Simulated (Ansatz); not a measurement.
# SnPt (model cell, started as zinc blende): a soft mode frozen in, part 3 of 3

Wanted: the energy along a soft mode of SnPt (model cell, started as zinc blende) and the structure at the end.

Ansatz 0.2.0; DFT LDA, scalar-relativistic, plane waves, PAW.

So far. Step 5 (Energy along the mode, all amplitudes (two of the runs …): The lowest of the steps tried is at 0.22 Å, 2.24 meV/atom below the parent; the bottom of the well need not coincide with a step. Step 7 (The new phase in its own primitive cell): The forces vanish by symmetry and the pressure is 0.000 GPa, within the tolerances set. The cell now holds 19.59 Å³/atom. The relaxed cell has a = 4.092, c = 5.405 Å (conventional setting).

The structure was built from a prototype and need not be the compound's stable phase.

### 8. Modes of the new phase, k-mesh 12×12×8

A relaxed structure may still be a saddle point, so its zone-centre modes are computed. No field response is asked, since the mesh shows no gap.

input.yaml reads:

```yaml
crystal:
  lattice:
    - [4.0920187469, 0.0, 0.0]
    - [-2.0460093734, 3.5437921876, 0.0]
    - [0.0, 0.0, 5.4050118207]
  atoms:
    - { symbol: Pt, position: [0.0, 0.0, 0.5] }
    - { symbol: Pt, position: [0.0, 0.0, 0.0] }
    - { symbol: Sn, position: [0.3333333333, 0.6666666667, 0.75] }
    - { symbol: Sn, position: [0.6666666667, 0.3333333333, 0.25] }
kpoints:
  mp_grid: { grid: [12, 12, 8] }
hamiltonian:
  xc: lda
scf:
  occupations: { method: methfessel_paxton, width: 0.15 }
output:
  eigenvalues: true
phonons:
  method: dfpt
```

The run is started by

```bash
ansatz run input.yaml --threads 4 --pin off --max-ram 7168MiB --backend cpu --events-out ev --progress --plain --runs-dir out
```

Numbers of over 12 decimals in the logs are rounded to 6 here.

Log:

```text
[...]
Crystal: 4 atoms, lattice volume = 78.380 Å³
Basis set: ecut = 420 eV, 1555 PW (Γ), exchange–correlation on 60×60×80 points (8 copies of the dense FFT grid, shifted against one another)
Bands: 39, of which v1, the nominal top of the filled ones, is band 32 counted from 1 (31 counted from 0)
Symmetry: 24 space group operations
k-points: 320 of 1152 (irreducible under 2 space group operations, time reversal used)
[...]
SCF iter   1: F=—  HF=-36251.431377 eV  |F-HF|=—  |Δ(HF+E_count)|=         —  Δρ=7.47e-3  dr2=2.39e-2  ethr=1.77e-3  ⟨swp⟩=6.8  Hψ=50073  notcnv=0  defer=17
[...]
SCF iter   8: F=-36251.422184 eV  HF=-36251.422184 eV  |F-HF|=7.28e-12  |Δ(HF+E_count)|=  8.73e-11  S|Δr|=    0.00e0  Δρ=1.11e-7  dr2=5.44e-12  ethr=1.00e-12  ⟨swp⟩=8.7  Hψ=75183  notcnv=0
SCF 1 converged in 8 iterations: F = -36251.422184 eV  dr2 = 5.44e-12
[...]
DFPT response loops at Γ: preconditioner auto → Kerker (q_TF=auto, 2.638 Å⁻¹) (partly filled bands, converged f_vac=0.011); β = 1.00, the filter's whole step (`scf.mixing.beta` (0.50) is not read by the response loops under this deck's `scf.mixing.preconditioner`; to damp them name `kerker` or `kerker_dos`, under which they read `scf.mixing.beta`, and type it under 1.00, their step now; both keys bind the ground state too); Broyden in place of MSR1
SCF converged after 8 iterations
[...]
Free energy (F): -36251.422184 eV
[...]
Internal energy: -36251.422201 eV  (E = F + TS)
E sigma→0 (E₀):  -36251.422189 eV
Entropy (-TS):   0.000017 eV (0.004 meV/atom)
Fermi energy:    16.367094 eV
[...]
--- Band table (eV; the first three rows and the last of 320) ---
  k-point 0: bands = [... 28 lower, 14.4250, 14.4250, 17.6818, 18.1244, 18.1244, 20.1571, 21.1636, 21.7285, ... 3 higher]
  k-point 1: bands = [... 28 lower, 14.2368, 14.2368, 17.3655, 18.3774, 18.3774, 20.4270, 20.5920, 21.6677, ... 3 higher]
  k-point 2: bands = [... 28 lower, 13.8103, 13.8103, 16.8232, 18.9935, 18.9935, 19.5436, 21.0233, 21.4651, ... 3 higher]
  k-point 319: bands = [... 28 lower, 13.3372, 13.3372, 14.7726, 14.7726, 16.1432, 16.1432, 21.6694, 21.6694, ... 3 higher]
--- Phonons (Γ-DFPT): 4 representative perturbations + reference, on 320 of 1152 k-points (Σ response iterations 12) ---
  k mesh reduced under 2 symmetry operations, with k and −k counted as one. Each operation leaves every solved perturbation unchanged. A smaller set is not used because it would not reduce the number of displacements times k-points to solve
  ASR residual: 6.332e-5 → 0.000e0 eV/Å²; symmetrization residual: 6.898e-5 eV/Å²
  ASR residual per site (eV/Å²): 6.33e-5 6.33e-5 1.34e-5 1.34e-5
  Γ frequencies (cm⁻¹): 0.00 0.00 0.00 79.43 79.43 123.26 145.41 145.41 151.94 168.86 168.86 197.35
  non-analytic LO–TO correction: not included (Born effective charges unavailable; polar crystals: no LO–TO splitting at Γ)
```

Elapsed: 1.9 min, on 4 threads of Arm Neoverse V2, shared host; peak memory 3 GiB; 7.4 min of CPU time.

Numbers from this step:

```
sum-rule residual before enforcement                    : 6.33e-5 eV/Å²
point group                                             : 6/mmm
highest optical mode at the zone centre (no LO-TO term) : 197.3 cm⁻¹
lowest optical zone-centre mode                         : 79.43 cm⁻¹
```

Patterns of degenerate modes are one choice out of their space. The modes at Γ (shares of kinetic energy by element, %):

| mode | frequency (cm⁻¹) | symmetry | Pt % | Sn % |
| --- | --- | --- | --- | --- |
| 1 | 0.0 | acoustic | 62 | 38 |
| 2 | 0.0 | acoustic | 62 | 38 |
| 3 | 0.0 | acoustic | 62 | 38 |
| 4 | 79.4 | E2u | 100 | 0 |
| 5 | 79.4 | E2u | 100 | 0 |
| 6 | 123.3 | A2u | 38 | 62 |
| 7 | 145.4 | E2g | 0 | 100 |
| 8 | 145.4 | E2g | 0 | 100 |
| 9 | 151.9 | B1g | 0 | 100 |
| 10 | 168.9 | E1u | 38 | 62 |
| 11 | 168.9 | E1u | 38 | 62 |
| 12 | 197.3 | B2u | 100 | 0 |

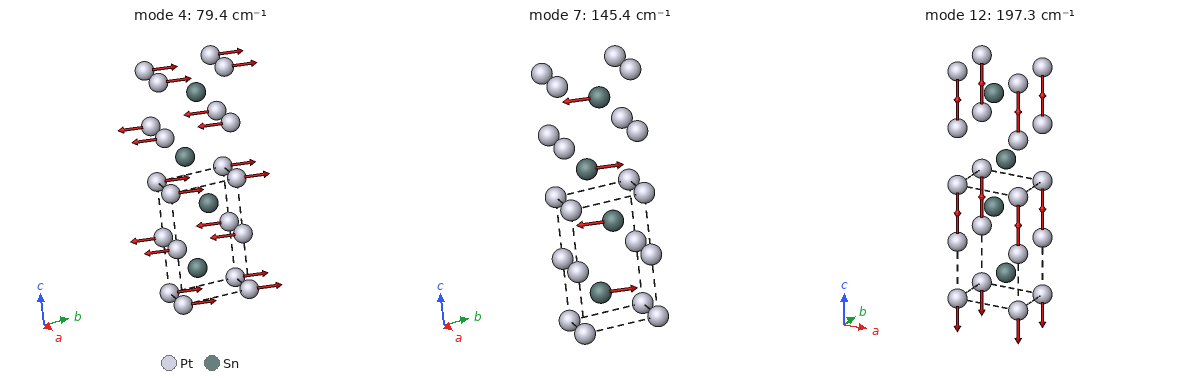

Displacement patterns of modes 4, 7 and 12 at Γ; arrows are exaggerated. 1×1×2 cells are drawn. Some periodic images of atoms are drawn too.

Before it was imposed, the acoustic sum rule was missed by 6.3e-5 eV/Å². Small misses are needed for a sound result but don't prove that mesh and cutoff are converged. The lowest optical mode is real, 79.4 cm⁻¹.

### 9. Summary of results

| Item | Value |
| --- | --- |
| unstable mode of the parent | q = (0, -0.5, -0.5), 21i cm⁻¹ |
| depth at the lowest point sampled | 2.24 meV/atom |
| largest atomic shift at that point | 0.22 Å |
| space group reached (within 0.01 Å) | P6_3/mmc |
| energy gained over the parent (first relaxation, on the mesh of the frozen mode) | 570 meV/atom |
| volume per atom, phase reached | 19.6 Å³ |
| lowest optical zone-centre mode, phase reached | 79.4 cm⁻¹ |
| highest optical mode at the zone centre (no LO-TO term), phase reached | 197 cm⁻¹ |

**Reading.** Along this mode the structure falls into P6_3/mmc, 570 meV/atom below the parent. At the parent's cell the well is 2.241 meV/atom deep on the steps tried, with its lowest point at a shift of 0.22 Å. Relaxing atoms and cell changes the gain by +567.76 meV/atom against the lowest step (energies at zero smearing). Most of the total comes from this relaxation. The new phase has no imaginary mode at the zone centre of its cell; other wavevectors were not checked. Of the 4 patterns followed to their end from this parent, this one reaches the lowest energy. Each path keeps the symmetry of its pattern, so a lower phase may lie along a pattern not tried. With no gap, or one that is small against the smearing, the frequencies hang on the k mesh and the smearing, most of all near Kohn anomalies. The volume moved by more than a tenth on the k mesh of the start, so the energy gain is rough. Spin-orbit coupling is left out, which can matter for the heavy elements here. The starting cell was built on a prototype and not taken from a measurement, so the phase need not exist.

[Logs are printed without paths, hosts, clocks, repeated set-up lines and the standing remarks that a program may print on its own settings, such as how far it seeks lower states.]

[Hosts, paths, dates, database ids (printed as entryN), source tags and the programs' standing remarks are cut or masked in the printed files.]
